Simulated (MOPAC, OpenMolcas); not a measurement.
**How methods differ on AlClF (SMILES [F][Al][Cl])**

The species is AlClF (3 atoms), meant as a doublet with charge 0. SMILES: `[F][Al][Cl]`. The shape comes from GFN2-xTB, which is rough for such elements, and wasn't checked as a minimum.

```xyz
3

F    -1.1021    1.1225   -0.4893
Al   -0.3350   -0.3286   -0.2168
Cl    1.4371   -0.7940    0.7060
```

Each level gives the dipole moment (D). The values are calculated.

| level | kind | program | value (D) | CPU time |
| --- | --- | --- | --- | --- |
| PM6 | semi-empirical | MOPAC | 1.58 | under 2 s |
| PM7 | semi-empirical | MOPAC | 0.97 | under 2 s |
| UHF/STO-3G | Hartree–Fock | OpenMolcas | 2.94 | 1.8 s |
| USVWN5/STO-3G | LDA | OpenMolcas | 2.75 | 3.7 s |
| UPBE/STO-3G | GGA | OpenMolcas | 2.80 | 4.3 s |
| U-r2SCAN/STO-3G | meta-GGA | OpenMolcas | 2.83 | 6.1 s |
| UPBE0/STO-3G | global hybrid | OpenMolcas | 2.82 | 4.5 s |

The values span 0.97 to 2.94 D. All rows use very small basis sets, so even the best lies far from the true value. Magnitudes only: a small dipole may point the other way at some levels. Sets without polarisation functions give poor dipoles. Times are those of the runs behind each value, whatever else they computed, on shared processors of several kinds: orders of magnitude only.

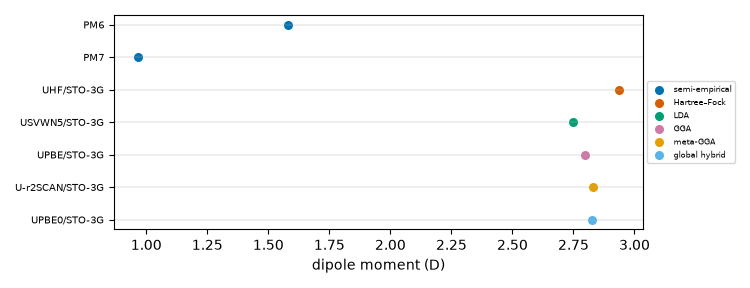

The values of the table, level by level.
